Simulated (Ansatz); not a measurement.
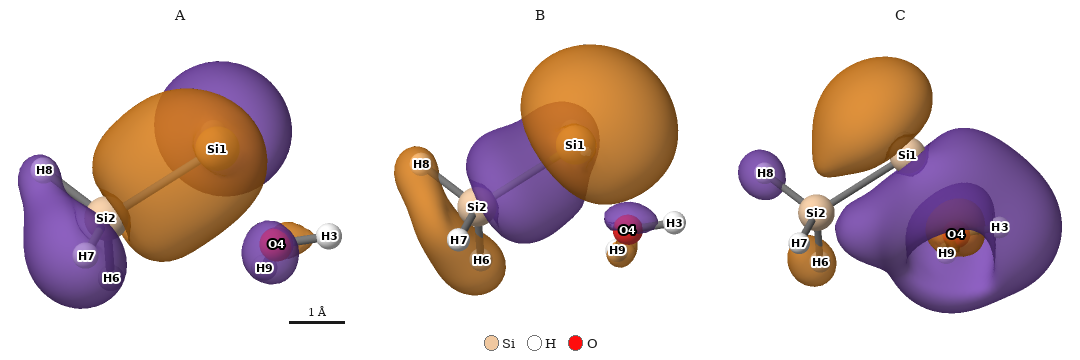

Figure 1: H4Si2···H2O. Three frontier orbitals at ±0.08 Å⁻³ᐟ² (orange and purple are the two phases), in no order.

The calculation used UKS B3LYP/def2-SVP (Ansatz 0.2.0).

Input

```
crystal:
  periodic: [false, false, false]
  atoms:
    - { symbol: Si, position_ang: [0.200853, 1.280067, 0.486887] }
    - { symbol: Si, position_ang: [1.338848, -0.846901, 0.60597] }
    - { symbol: H, position_ang: [-1.317528, 1.372403, -1.777124] }
    - { symbol: O, position_ang: [-1.762954, 0.511417, -1.715628] }
    - { symbol: H, position_ang: [-0.798131, 0.886679, 1.57843] }
    - { symbol: H, position_ang: [0.462507, -2.028776, 0.867282] }
    - { symbol: H, position_ang: [2.196092, -1.166866, -0.577176] }
    - { symbol: H, position_ang: [2.266652, -0.724941, 1.781778] }
    - { symbol: H, position_ang: [-2.586439, 0.716919, -1.250319] }
magnetization:
  spin_polarized: true
basis:
  gaussian: { orbitals: def2-SVP }
hamiltonian:
  xc: b3lyp
relax:
  f_tol: 0.03
  max_steps: 50
output:
  orbitals: {}
```

Command:

```sh
ansatz run input.yaml --threads 2 --pin off --max-ram 3072MiB --backend cpu --events-out ev --progress --plain --runs-dir out
```

The fields are those of the relaxed geometry.

**Order the three orbitals by energy and name them.**

A is the HOMO−1 (−7.28 eV). It lies mainly on Si1 (about 40 %), Si2 (about 25 %), H5 (about 25 %) and H7 (about 5 %). B is the HOMO (−5.51 eV). It lies mainly on Si1 (about 70 %) and Si2 (about 15 %). C is the LUMO (−1.34 eV). By Hirshfeld shares it lies mainly on Si1 (about 45 %), O4 (about 15 %), H3 (about 15 %), H9 (about 10 %) and Si2 (about 10 %).

**What is the HOMO–LUMO gap?**

4.17 eV between the orbital energies.
